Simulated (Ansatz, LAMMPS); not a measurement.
# Charge trapping in amorphous 32Ga2O3-68GeO2 (mol %) (69 atoms): runs compared

Aim: add and remove one electron in amorphous 32Ga2O3-68GeO2 (mol %) (69 atoms), with atoms held and relaxed, and read trapping energy and localisation.

Computed with Ansatz 0.2.0: Kohn-Sham DFT, PBE, PAW (set soft_1), plane waves.

## 1. The cell as built

The cell holds 69 atoms: 12 Ga, 13 Ge and 44 O. Its edges and angles: a = 10.328 Å, b = 10.328 Å, c = 10.328 Å, α = 90.0°, β = 90.0°, γ = 90.0°. 69 atoms (12 Fe, 13 Ge, 44 O) placed at random at 3.56 g/cm³, melted at 5000 K for 10 ps at fixed volume with the Morse and Coulomb pair potential with partial charges (Pedone, Malavasi, Menziani, Cormack and Segre, J. Phys. Chem. B 110, 11780 (2006)). Quenched from 5000 K to 300 K at 20 K/ps and fixed volume, held 5 ps, then minimised at fixed cell. Then Fe was replaced by Ga and the cell scaled by 1.006 (the potential has no terms for the new elements, so the cell is a start for a DFT relaxation).

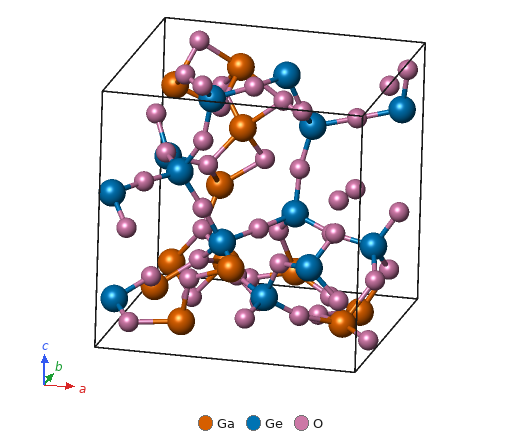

The cell as built. Bonds to atoms that aren't drawn are left out. Some periodic images of atoms are drawn too.

Limits known from the start: The quench rate of 20 K/ps is many orders above laboratory rates, so the cell is likely richer in defects and strain than a real sample. The starting topology of bonds comes from the classical model, and needn't be the one that DFT or experiment would give. Sampling is at Γ alone, for a cell whose shortest periodic width is 10 Å.

## 2. The reference run

The reference is a single point at the end of the relaxation.

The charged cells start from the geometry of this run, on a uniform background, with spin and a narrow Fermi–Dirac smearing.

Its input, with most atom lines left out:

```yaml
crystal:
  lattice:
    - [10.3277, 0.0, 0.0]
    - [0.0, 10.3277, 0.0]
    - [0.0, 0.0, 10.3277]
  atoms:
    - { symbol: Ga, position: [0.31675, 0.82156, 0.88505] }
    - { symbol: Ga, position: [0.31051, 0.69947, 0.15666] }
    - { symbol: Ga, position: [0.3049, 0.09834, 0.09262] }
    - { symbol: Ga, position: [0.10296, 0.6315, 0.89347] }
    - { symbol: Ga, position: [0.33819, 0.90504, 0.63885] }
    - { symbol: Ga, position: [0.56302, 0.94093, 0.08136] }
    - { symbol: Ga, position: [0.24725, 0.95502, 0.38097] }
    [... atom lines 8 to 69 left out ...]
kpoints:
  mp_grid: { grid: [1, 1, 1] }
hamiltonian:
  xc: pbe
  pseudopotentials: { kind: paw, azcp: { folder: soft_1 } }
scf:
  occupations: { method: fermi_dirac, width: 0.05 }
output:
  forces: true
  stress: true
  populations: true
  dos:
    method: { smearing: { sigma: 0.15 } }
    de: 0.1
    projected: { site_lists: { Ga: [Ga], Ge: [Ge], O: [O] } }
  eigenvalues: true
  write_density: true
  write_potential: true
  volumetric_format: npy
```

- free energy per atom: -1828.9371 eV/atom
- r.m.s. force component: 0.00881 eV/Å
- pressure: -2.968 GPa

Filled and empty levels are parted by 0.896 eV (at Γ alone); a semilocal functional tends to put such gaps too low. In a disordered cell it changes from sample to sample, and tail or defect levels can set it.

## 3. The runs

Each row is one run, on 4 threads of Arm Neoverse V2, shared host. The free energy is the program's total, comparable only between runs with the same functional, potentials and atoms; between charge states it hangs on the program's zero of potential.

```tsv
run	atoms	outcome	ionic steps, all passes	free energy (eV)	time	host memory (GiB)
Single point at the start	69	converged	-	-126190.864	13 s	1.4
Relaxation	69	converged	14	-126196.662	1.8 min	1.4
Single point at the relaxed geometry	69	converged	-	-126196.662	19 s	1.5
An extra electron, atoms held	69	converged	-	-126191.959	50 s	2.4
An extra electron, atoms relaxed	69	converged	3	-126191.982	70 s	2.3
An extra electron, levels at the relaxed geometry	69	converged	-	-126191.982	50 s	2.4
Neutral at the geometry of the electron	69	converged	-	-126196.639	18 s	1.4
An extra hole, atoms held	69	converged	-	-126199.806	63 s	2.4
An extra hole, atoms relaxed	69	converged	10	-126200.485	3.2 min	2.3
An extra hole, levels at the relaxed geometry	69	converged	-	-126200.485	40 s	2.4
Neutral at the geometry of the hole	69	converged	-	-126195.903	18 s	1.4
```

In some runs the program notes that the exchange-correlation potential is rough where the density is thin.

Local excerpt of 13 atoms (numbers count through the whole input) about O29, which holds the most spin of the extra hole after relaxation; x, y, z are measured from there.

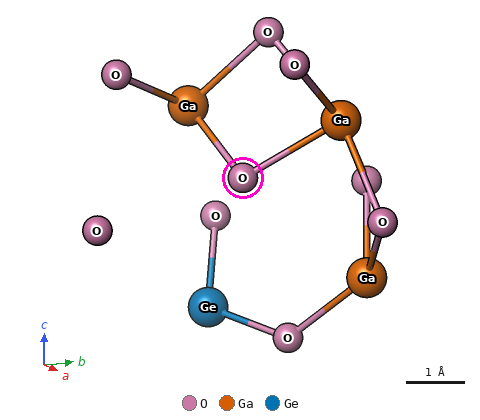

The atoms of the table, within 3.1 Å (arrows a, b, c point along x, y, z); some may hide others; the central atom is ringed.

```tsv
atom	x	y	z	distance (Å)	Löwdin charge (e)	moment (μB)
O29	0.00	0.00	0.00	0.00	-0.54	0.43
Ga4	-1.53	-0.43	1.02	1.89	1.08	0.00
Ga1	0.92	1.46	1.08	2.04	1.07	0.00
O64	-0.14	2.33	-0.23	2.35	-0.53	0.43
O34	-0.71	0.74	2.38	2.59	-0.67	0.00
Ga5	0.95	1.93	-1.71	2.75	1.13	0.00
O41	-2.50	0.43	-1.13	2.78	-0.66	0.00
O39	-0.67	-2.08	1.83	2.85	-0.67	0.01
O52	2.36	1.69	-0.48	2.94	-0.66	0.00
Ge18	-1.51	-0.07	-2.53	2.95	1.52	0.00
O57	-0.06	0.85	-2.88	3.00	-0.68	0.00
O35	1.93	0.23	2.31	3.03	-0.66	0.00
O38	0.72	-2.95	-0.61	3.09	-0.66	0.01
```

## 4. Energies and spread of the extra charge

Energies are differences within one cell and functional; the shift is the gain plus the neutral cell's energy at the new geometry, that is how much cheaper the vertical process becomes there. The spread is the participation number of the site moments (1/Σw², over the spin inside atomic spheres), with the atom that holds the largest share and the spin that the spheres hold in all.

```tsv
carrier	charged less neutral, atoms held (eV)	gain on relaxing (eV)	neutral cell at that geometry, less the reference (eV)	shift of the vertical energy (eV)	spread, atoms held	spread, relaxed
electron	4.702	0.023	0.022	0.045	60; O58 3 % of 0.30 μB	58; O58 3 % of 0.32 μB
hole	-3.144	0.679	0.759 †	1.438 †	5; O64 33 % of 0.85 μB	2; O29 48 % of 0.90 μB
```

† At this geometry the neutral cell has partly filled levels and no spin, so this energy is doubtful.

## 5. Findings

The extra electron gains 0.023 eV as the atoms relax, and its spin stays on about 58 atoms: it stays spread out at this level. The cell with the electron ends on a moment of 0.75 μB, short of the 1 μB of one unpaired electron, so the spin density holds only part of the carrier. With the atoms held, the spheres hold only 0.30 of the 0.71 μB, so the spread is read from a small part of the spin. The extra hole gains 0.68 eV as the atoms relax, and its spin goes from about 5 to 2 atoms: the atoms trap it, with the largest share on O29. The O29–O64 distance goes from 2.86 to 2.35 Å. Adding the two vertical energies gives 1.56 eV, against a gap of 0.896 eV in the neutral cell. The zero of the potential cancels in this sum; the excess isn't taken apart here: charging of a small cell, filling of bands on a coarse mesh and the attraction to the background can all enter.

Caveats: Single energies of charged cells hang on the program's zero of potential. In the spin-polarised runs the search for a state of lower energy was switched off. No distortion was seeded, so a trapped state behind a barrier can't be found. Local and semilocal functionals favour spread-out charges, so trapping can be missed. The pressure of -3.0 GPa means that a free cell would contract at this level. Charged cells carry a uniform background, with no correction for images.

The DFT runs together took 11 min of wall time.

[Logs are printed without paths, hosts, clocks, repeated set-up lines and the standing remarks that a program may print on its own settings, such as how far it seeks lower states.]

[Hosts, paths, dates, database ids (printed as entryN), source tags and the programs' standing remarks are cut or masked in the printed files.]
